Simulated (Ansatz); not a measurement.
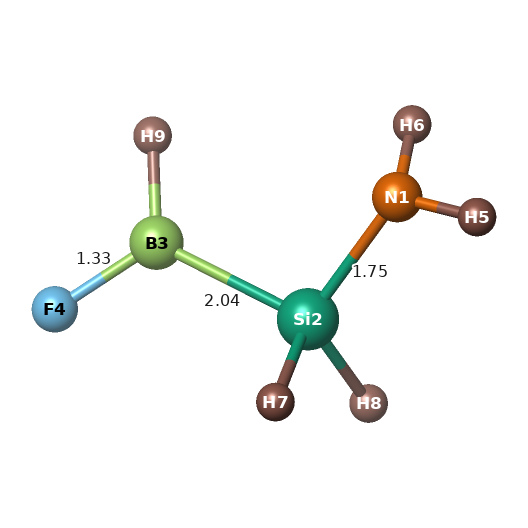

The numbers beside the sticks are distances in Å. Sticks don't show bond order. The computed structure is the end point of a PBE-D4/def2-SVP optimisation. No frequency run is at hand to confirm it as a minimum.

Assign a bond order to each marked bond.

N1–Si2 single; Si2–B3 single; B3–F4 single.

Give the structure as SMILES.

N[SiH2]BF
